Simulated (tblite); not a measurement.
## Geometry relaxation of C3H3Cl2FSi (part 2 of 2)

C3H3Cl2FSi; GFN2-xTB geometry optimisation, gas phase (tblite 0.8.0). It belongs to a series of runs on one base structure; here: C replaced by Si.

Geometry of the input (Å):
```
C  2.2964  -0.2887  -0.0499
C  0.8350  -0.0676  -0.0387
C  -0.3402  0.0991  -0.0088
Si -2.1951  0.3773  0.0064
F  -2.5413  1.8718  -0.4044
Cl -2.9477  -0.0178  1.8750
Cl -3.1224  -0.9420  -1.2489
H  2.5480  -1.1676  -0.6337
H  2.8066  0.5705  -0.4887
H  2.6695  -0.4304  0.9691
```

## Trajectory as extended XYZ, continued
```
10
Properties=species:S:1:pos:R:3:forces:R:3 step=20 energy=-642.08385
C     2.2690   -0.2784   -0.0488   -0.0020  -0.0020   0.0040
C     0.8440   -0.0748   -0.0286    0.0080  -0.0100   0.0000
C    -0.3499    0.0932   -0.0107   -0.0170   0.0040   0.0000
Si   -2.1726    0.2909    0.0353    0.0030   0.0010  -0.0030
F    -2.5093    1.8077   -0.3920    0.0070  -0.0060   0.0000
Cl   -2.8960    0.0532    1.8888   -0.0060   0.0030   0.0010
Cl   -3.0788   -0.8892   -1.3073   -0.0040   0.0050   0.0010
H     2.5037   -1.1640   -0.6383    0.0110   0.0020  -0.0020
H     2.7655    0.5854   -0.4889   -0.0120   0.0030  -0.0020
H     2.6332   -0.4194    0.9680    0.0120   0.0000   0.0010
10
Properties=species:S:1:pos:R:3:forces:R:3 step=21 energy=-642.08387
C     2.2691   -0.2785   -0.0487   -0.0050  -0.0010   0.0020
C     0.8439   -0.0752   -0.0286    0.0050  -0.0100   0.0020
C    -0.3501    0.0930   -0.0106   -0.0070   0.0020   0.0000
Si   -2.1727    0.2908    0.0355    0.0080  -0.0010  -0.0080
F    -2.5091    1.8075   -0.3921    0.0060  -0.0020  -0.0010
Cl   -2.8960    0.0535    1.8886   -0.0090   0.0020   0.0080
Cl   -3.0788   -0.8889   -1.3074   -0.0060   0.0040   0.0000
H     2.5040   -1.1640   -0.6385    0.0110   0.0060   0.0020
H     2.7650    0.5858   -0.4890   -0.0120  -0.0010   0.0010
H     2.6336   -0.4193    0.9683    0.0090   0.0010  -0.0060
10
Properties=species:S:1:pos:R:3:forces:R:3 step=22 energy=-642.08390
C     2.2692   -0.2786   -0.0485   -0.0080   0.0000   0.0000
C     0.8437   -0.0761   -0.0285   -0.0020  -0.0090   0.0050
C    -0.3503    0.0926   -0.0104    0.0110  -0.0010   0.0000
Si   -2.1729    0.2908    0.0356    0.0100  -0.0030  -0.0110
F    -2.5087    1.8073   -0.3921    0.0050   0.0040  -0.0020
Cl   -2.8961    0.0539    1.8883   -0.0110   0.0010   0.0140
Cl   -3.0790   -0.8884   -1.3075   -0.0070   0.0010  -0.0020
H     2.5047   -1.1638   -0.6387    0.0100   0.0100   0.0070
H     2.7638    0.5863   -0.4893   -0.0120  -0.0050   0.0040
H     2.6344   -0.4192    0.9685    0.0050   0.0020  -0.0140
10
Properties=species:S:1:pos:R:3:forces:R:3 step=23 energy=-642.08396
C     2.2693   -0.2789   -0.0481   -0.0080   0.0020  -0.0040
C     0.8435   -0.0779   -0.0281   -0.0130  -0.0080   0.0100
C    -0.3506    0.0916   -0.0100    0.0320  -0.0050  -0.0010
Si   -2.1729    0.2907    0.0356    0.0090  -0.0060  -0.0090
F    -2.5079    1.8071   -0.3923    0.0040   0.0120  -0.0040
Cl   -2.8965    0.0546    1.8881   -0.0120   0.0000   0.0170
Cl   -3.0795   -0.8875   -1.3076   -0.0090  -0.0020  -0.0050
H     2.5061   -1.1634   -0.6391    0.0080   0.0130   0.0110
H     2.7615    0.5872   -0.4896   -0.0080  -0.0080   0.0080
H     2.6359   -0.4189    0.9687   -0.0010   0.0040  -0.0220
10
Properties=species:S:1:pos:R:3:forces:R:3 step=24 energy=-642.08403
C     2.2693   -0.2792   -0.0477   -0.0060   0.0030  -0.0090
C     0.8431   -0.0810   -0.0273   -0.0220  -0.0050   0.0160
C    -0.3509    0.0896   -0.0092    0.0470  -0.0090  -0.0020
Si   -2.1728    0.2906    0.0354    0.0030  -0.0080  -0.0020
F    -2.5065    1.8071   -0.3928    0.0040   0.0160  -0.0040
Cl   -2.8972    0.0558    1.8881   -0.0110   0.0000   0.0140
Cl   -3.0803   -0.8860   -1.3081   -0.0110  -0.0060  -0.0070
H     2.5084   -1.1625   -0.6396    0.0050   0.0110   0.0130
H     2.7576    0.5886   -0.4900   -0.0020  -0.0070   0.0100
H     2.6382   -0.4183    0.9686   -0.0080   0.0050  -0.0270
10
Properties=species:S:1:pos:R:3:forces:R:3 step=25 energy=-642.08411
C     2.2691   -0.2795   -0.0473   -0.0010   0.0040  -0.0120
C     0.8427   -0.0846   -0.0261   -0.0200  -0.0040   0.0180
C    -0.3510    0.0872   -0.0083    0.0380  -0.0080  -0.0020
Si   -2.1726    0.2905    0.0352   -0.0030  -0.0070   0.0060
F    -2.5050    1.8073   -0.3933    0.0070   0.0130  -0.0030
Cl   -2.8980    0.0572    1.8882   -0.0080   0.0000   0.0050
Cl   -3.0814   -0.8845   -1.3088   -0.0110  -0.0070  -0.0070
H     2.5111   -1.1614   -0.6399    0.0030   0.0050   0.0100
H     2.7533    0.5901   -0.4903    0.0070  -0.0020   0.0080
H     2.6407   -0.4175    0.9681   -0.0120   0.0050  -0.0230
10
Properties=species:S:1:pos:R:3:forces:R:3 step=26 energy=-642.08416
C     2.2690   -0.2796   -0.0473    0.0030   0.0040  -0.0110
C     0.8425   -0.0872   -0.0250   -0.0080  -0.0020   0.0160
C    -0.3509    0.0853   -0.0076    0.0130  -0.0050  -0.0010
Si   -2.1725    0.2904    0.0351   -0.0060  -0.0040   0.0090
F    -2.5038    1.8077   -0.3937    0.0100   0.0040   0.0000
Cl   -2.8988    0.0581    1.8885   -0.0050   0.0010  -0.0040
Cl   -3.0823   -0.8836   -1.3094   -0.0080  -0.0040  -0.0030
H     2.5130   -1.1605   -0.6400    0.0020  -0.0030   0.0040
H     2.7505    0.5910   -0.4904    0.0120   0.0060   0.0030
H     2.6421   -0.4169    0.9673   -0.0110   0.0040  -0.0120
10
Properties=species:S:1:pos:R:3:forces:R:3 step=27 energy=-642.08419
C     2.2690   -0.2796   -0.0475    0.0040   0.0030  -0.0070
C     0.8425   -0.0884   -0.0242    0.0030  -0.0010   0.0100
C    -0.3508    0.0844   -0.0073   -0.0090  -0.0030   0.0000
Si   -2.1725    0.2903    0.0351   -0.0050  -0.0020   0.0060
F    -2.5031    1.8080   -0.3939    0.0120  -0.0030   0.0020
Cl   -2.8992    0.0585    1.8886   -0.0040   0.0020  -0.0070
Cl   -3.0829   -0.8834   -1.3098   -0.0060  -0.0010   0.0010
H     2.5138   -1.1602   -0.6399    0.0010  -0.0070  -0.0020
H     2.7496    0.5915   -0.4903    0.0120   0.0090   0.0000
H     2.6425   -0.4166    0.9666   -0.0070   0.0030  -0.0020
10
Properties=species:S:1:pos:R:3:forces:R:3 step=28 energy=-642.08421
C     2.2690   -0.2794   -0.0479    0.0030   0.0030  -0.0030
C     0.8424   -0.0891   -0.0234    0.0090   0.0000   0.0020
C    -0.3508    0.0839   -0.0072   -0.0200  -0.0020   0.0010
Si   -2.1727    0.2902    0.0353   -0.0020  -0.0010   0.0010
F    -2.5024    1.8081   -0.3940    0.0120  -0.0070   0.0030
Cl   -2.8996    0.0587    1.8886   -0.0050   0.0010  -0.0060
Cl   -3.0834   -0.8833   -1.3100   -0.0040   0.0020   0.0040
H     2.5144   -1.1601   -0.6398    0.0000  -0.0070  -0.0050
H     2.7494    0.5920   -0.4902    0.0100   0.0090  -0.0030
H     2.6425   -0.4163    0.9661   -0.0030   0.0020   0.0050
10
Properties=species:S:1:pos:R:3:forces:R:3 step=29 energy=-642.08423
C     2.2691   -0.2793   -0.0482    0.0020   0.0020   0.0010
C     0.8423   -0.0897   -0.0227    0.0100   0.0030  -0.0050
C    -0.3509    0.0834   -0.0071   -0.0200  -0.0040   0.0030
Si   -2.1729    0.2899    0.0355    0.0010  -0.0010  -0.0040
F    -2.5014    1.8081   -0.3940    0.0110  -0.0070   0.0030
Cl   -2.9001    0.0590    1.8885   -0.0060   0.0010  -0.0030
Cl   -3.0840   -0.8831   -1.3102   -0.0020   0.0030   0.0060
H     2.5149   -1.1602   -0.6399   -0.0020  -0.0030  -0.0060
H     2.7494    0.5926   -0.4902    0.0060   0.0040  -0.0030
H     2.6425   -0.4160    0.9657    0.0010   0.0010   0.0080
10
Properties=species:S:1:pos:R:3:forces:R:3 step=30 energy=-642.08425
C     2.2692   -0.2792   -0.0485    0.0000   0.0010   0.0040
C     0.8422   -0.0903   -0.0221    0.0060   0.0060  -0.0100
C    -0.3511    0.0827   -0.0069   -0.0090  -0.0060   0.0040
Si   -2.1730    0.2897    0.0356    0.0030  -0.0030  -0.0050
F    -2.5003    1.8079   -0.3940    0.0100  -0.0040   0.0020
Cl   -2.9008    0.0594    1.8883   -0.0070   0.0000   0.0000
Cl   -3.0846   -0.8828   -1.3102   -0.0030   0.0030   0.0050
H     2.5154   -1.1602   -0.6400   -0.0040   0.0030  -0.0040
H     2.7492    0.5932   -0.4903    0.0010  -0.0020  -0.0020
H     2.6426   -0.4157    0.9656    0.0020   0.0010   0.0070
10
Properties=species:S:1:pos:R:3:forces:R:3 step=31 energy=-642.08426
C     2.2693   -0.2790   -0.0486   -0.0010   0.0010   0.0050
C     0.8421   -0.0910   -0.0217   -0.0010   0.0080  -0.0130
C    -0.3514    0.0819   -0.0067    0.0060  -0.0090   0.0040
Si   -2.1731    0.2893    0.0357    0.0030  -0.0040  -0.0030
F    -2.4990    1.8077   -0.3940    0.0080   0.0010   0.0000
Cl   -2.9015    0.0597    1.8880   -0.0080   0.0000   0.0020
Cl   -3.0852   -0.8824   -1.3101   -0.0040   0.0010   0.0030
H     2.5159   -1.1601   -0.6402   -0.0050   0.0090  -0.0010
H     2.7488    0.5938   -0.4904   -0.0020  -0.0070  -0.0010
H     2.6429   -0.4153    0.9655    0.0020   0.0010   0.0030
10
Properties=species:S:1:pos:R:3:forces:R:3 step=32 energy=-642.08429
C     2.2695   -0.2788   -0.0488   -0.0020   0.0010   0.0060
C     0.8420   -0.0918   -0.0214   -0.0090   0.0100  -0.0140
C    -0.3517    0.0803   -0.0062    0.0240  -0.0120   0.0040
Si   -2.1732    0.2888    0.0357    0.0030  -0.0050   0.0020
F    -2.4969    1.8074   -0.3939    0.0060   0.0070  -0.0020
Cl   -2.9028    0.0603    1.8877   -0.0070  -0.0010   0.0030
Cl   -3.0863   -0.8818   -1.3099   -0.0060  -0.0030  -0.0010
H     2.5166   -1.1598   -0.6406   -0.0060   0.0140   0.0030
H     2.7483    0.5947   -0.4906   -0.0050  -0.0120   0.0020
H     2.6434   -0.4148    0.9655    0.0020   0.0010  -0.0020
10
Properties=species:S:1:pos:R:3:forces:R:3 step=33 energy=-642.08433
C     2.2698   -0.2783   -0.0489   -0.0030   0.0010   0.0050
C     0.8420   -0.0931   -0.0210   -0.0170   0.0110  -0.0140
C    -0.3521    0.0772   -0.0051    0.0420  -0.0140   0.0030
Si   -2.1732    0.2877    0.0357    0.0020  -0.0050   0.0090
F    -2.4929    1.8071   -0.3939    0.0030   0.0130  -0.0040
Cl   -2.9053    0.0613    1.8872   -0.0060  -0.0010   0.0030
Cl   -3.0885   -0.8807   -1.3096   -0.0080  -0.0070  -0.0060
H     2.5177   -1.1589   -0.6413   -0.0060   0.0190   0.0080
H     2.7473    0.5960   -0.4910   -0.0070  -0.0170   0.0040
H     2.6442   -0.4137    0.9654    0.0000   0.0000  -0.0080
10
Properties=species:S:1:pos:R:3:forces:R:3 step=34 energy=-642.08440
C     2.2702   -0.2774   -0.0491   -0.0030   0.0010   0.0030
C     0.8420   -0.0947   -0.0209   -0.0210   0.0100  -0.0100
C    -0.3526    0.0721   -0.0034    0.0490  -0.0130   0.0010
Si   -2.1733    0.2861    0.0360    0.0010  -0.0030   0.0170
F    -2.4866    1.8068   -0.3938    0.0000   0.0140  -0.0050
Cl   -2.9093    0.0628    1.8864   -0.0030  -0.0010   0.0010
Cl   -3.0918   -0.8793   -1.3092   -0.0080  -0.0090  -0.0100
H     2.5192   -1.1573   -0.6422   -0.0050   0.0180   0.0110
H     2.7459    0.5977   -0.4915   -0.0080  -0.0160   0.0050
H     2.6453   -0.4121    0.9651   -0.0010  -0.0010  -0.0130
10
Properties=species:S:1:pos:R:3:forces:R:3 step=35 energy=-642.08445
C     2.2704   -0.2765   -0.0493   -0.0020   0.0010   0.0000
C     0.8421   -0.0957   -0.0210   -0.0150   0.0060  -0.0050
C    -0.3529    0.0673   -0.0018    0.0330  -0.0080  -0.0010
Si   -2.1733    0.2846    0.0364    0.0000   0.0010   0.0170
F    -2.4807    1.8066   -0.3938   -0.0010   0.0090  -0.0050
Cl   -2.9131    0.0640    1.8858    0.0000  -0.0010  -0.0010
Cl   -3.0951   -0.8783   -1.3089   -0.0050  -0.0070  -0.0090
H     2.5202   -1.1556   -0.6428   -0.0020   0.0100   0.0100
H     2.7450    0.5988   -0.4919   -0.0060  -0.0080   0.0040
H     2.6461   -0.4107    0.9647   -0.0020  -0.0030  -0.0100
10
Properties=species:S:1:pos:R:3:forces:R:3 step=36 energy=-642.08448
C     2.2704   -0.2761   -0.0493   -0.0010   0.0010  -0.0010
C     0.8422   -0.0957   -0.0213   -0.0040   0.0030  -0.0010
C    -0.3528    0.0656   -0.0013    0.0080  -0.0020  -0.0010
Si   -2.1732    0.2842    0.0368    0.0000   0.0020   0.0090
F    -2.4788    1.8067   -0.3939    0.0000   0.0030  -0.0030
Cl   -2.9143    0.0643    1.8857    0.0000  -0.0010  -0.0010
Cl   -3.0961   -0.8782   -1.3089   -0.0010  -0.0020  -0.0030
H     2.5203   -1.1549   -0.6428    0.0000   0.0010   0.0050
H     2.7449    0.5989   -0.4919   -0.0030   0.0000   0.0010
H     2.6462   -0.4103    0.9645   -0.0010  -0.0030  -0.0040
```

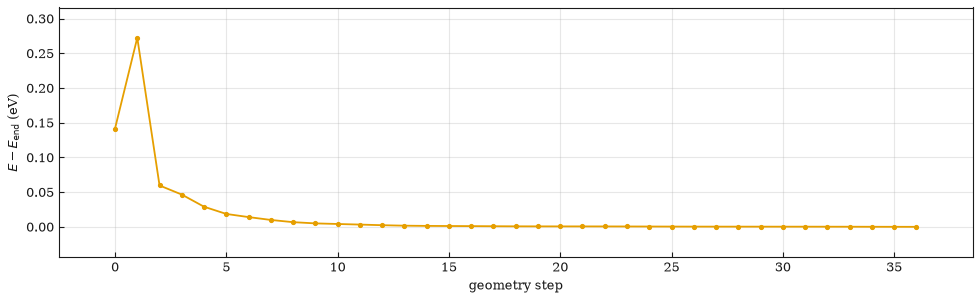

*Progress of the relaxation, step by step (steps are counted from 0).*

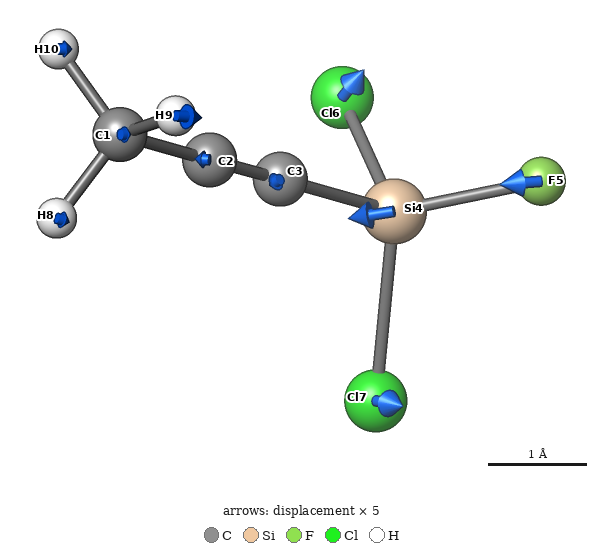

*The starting structure with the displacements as blue arrows, magnified 5 times (ball-and-stick view, seen at a tilt). The two geometries are laid on each other by the best rigid fit.*

The energy falls by 0.142 eV in 36 geometry steps. The largest force component goes from 3.2 to 0.009 eV/Å. The atom that moves furthest after the best rigid fit is Si4 (0.10 Å). Largest moves by element: Si 0.10 Å, Cl 0.09 Å, F 0.09 Å, H 0.07 Å, C 0.04 Å. Distances before and after: Si4–Cl6 2.053 → 2.004 Å, C3–Si4 1.876 → 1.834 Å, Si4–Cl7 2.044 → 2.003 Å, C1–C2 1.478 → 1.440 Å. Among the angles that change: Cl6–Si4–Cl7 105.6° → 112.7°, C3–Si4–F5 110.7° → 107.2°, F5–Si4–Cl6 109.7° → 106.3°. (Atoms are counted from 1 in the order of the input.)

## Results in brief

| quantity | value |
| --- | --- |
| outcome | converged |
| total energy | −642.0845 eV |
| hardware | 1 CPU thread, shared host |
| peak memory | 0.18 GiB |
